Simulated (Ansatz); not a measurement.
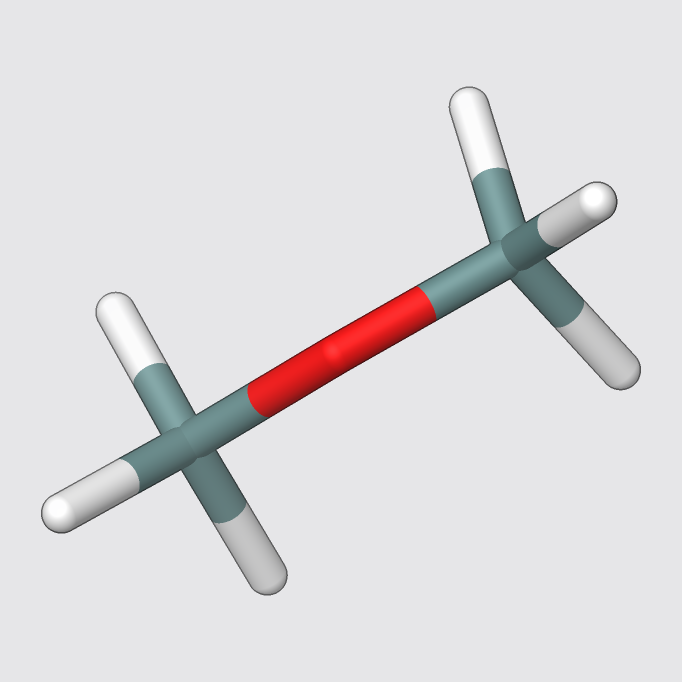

A stick model of a molecule. Every bond is drawn as one stick, whatever its order. Colours: germanium teal, oxygen red, hydrogen white.

**Count the atoms of each element.**

Ge2H6O, 9 atoms: 2 germanium, 6 hydrogen and 1 oxygen.

**Count the bonded pairs by element.**

6 Ge–H, 2 Ge–O.

**Write the SMILES.**

[GeH3][O][GeH3]

The parts below concern this one geometry. Atoms keep their numbers from picture to picture. Computed geometry: PBE0-D4/def2-TZVP optimisation.

Shape

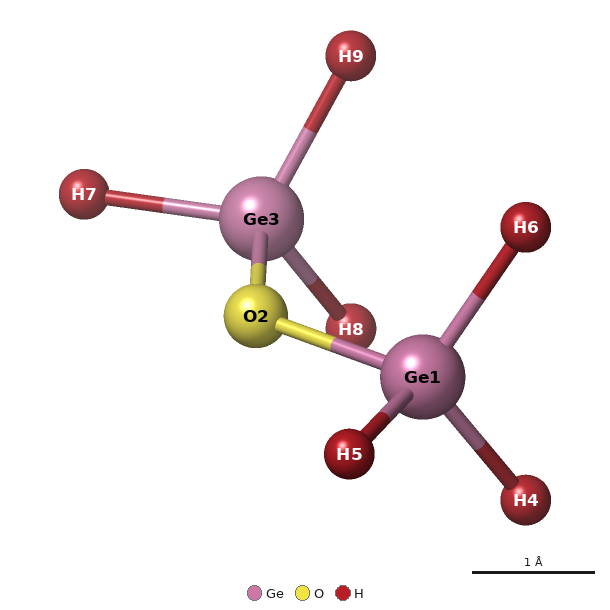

Atoms carry their numbers in the input.

**How are the neighbours of atom 2 arranged?**

O2 has 2 neighbours (Ge1 at 1.77, Ge3 at 1.77 Å); the arrangement is bent.

**What is the geometry at Ge1?**

Ge1 has 4 neighbours (O2 at 1.77, H4 at 1.54, H5 at 1.53, H6 at 1.54 Å); the arrangement is tetrahedral.

Dipole moment

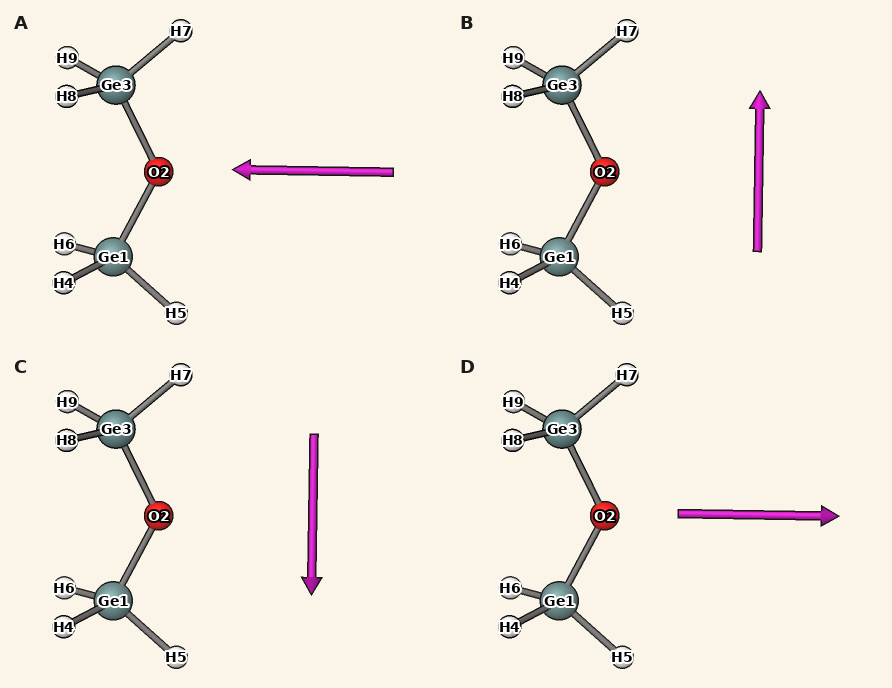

The same molecule four times, each with an arrow. Method: RKS PBE0-D4/def2-TZVP (Ansatz 0.2.0).

**Which arrow points along the dipole moment, from the negative to the positive end?**

A. The dipole moment is 0.86 D; it points from the side of H5, H7 to the side of H4, H6, H8, H9 (the outermost atoms at the two ends).

Vibrations

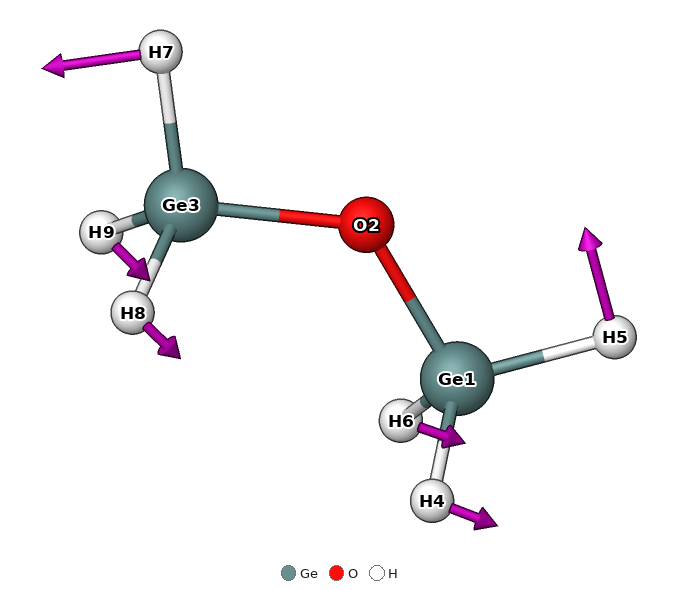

The arrows show one normal mode. Harmonic vibrations computed with RKS PBE0-D4/def2-TZVP (Ansatz 0.2.0) at a stationary point of the same level.

**Describe the motion.**

Mostly H–Ge–O bending.

**At what wavenumber does it lie?**

611 cm⁻¹; it is mode 5 of 21 counted from the lowest.

Charges

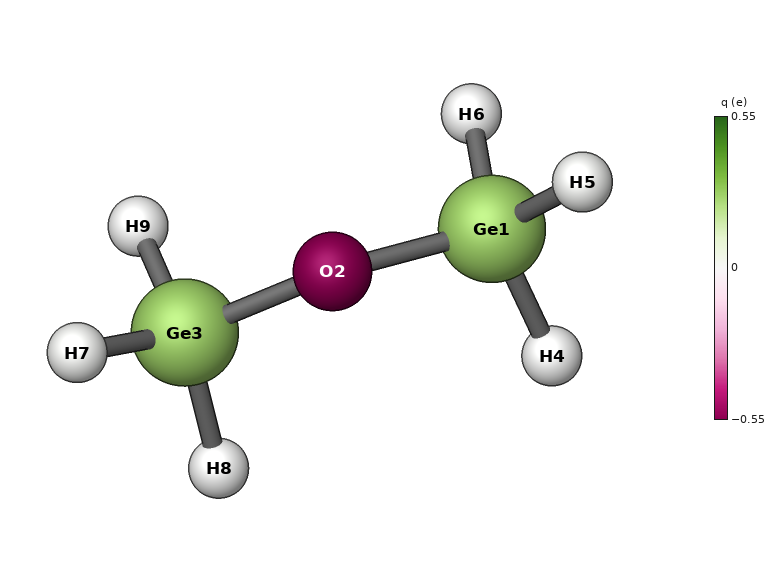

Atoms are coloured by their Mulliken charges. Method: RKS ωB97M-V/def2-TZVPP (Ansatz 0.2.0).

**Which atom carries the highest charge (most positive or least negative)?**

Ge1, Ge3 (0.27 e).

**And the lowest?**

O2 (−0.55 e).

List the Mulliken charges.

```csv
atom,value (e)
Ge1,0.27
O2,−0.55
Ge3,0.27
H4,0.00
H5,0.01
H6,0.00
H7,0.01
H8,0.00
H9,0.00
```

Mulliken values depend strongly on the basis set and can even reverse the polarity of a bond.
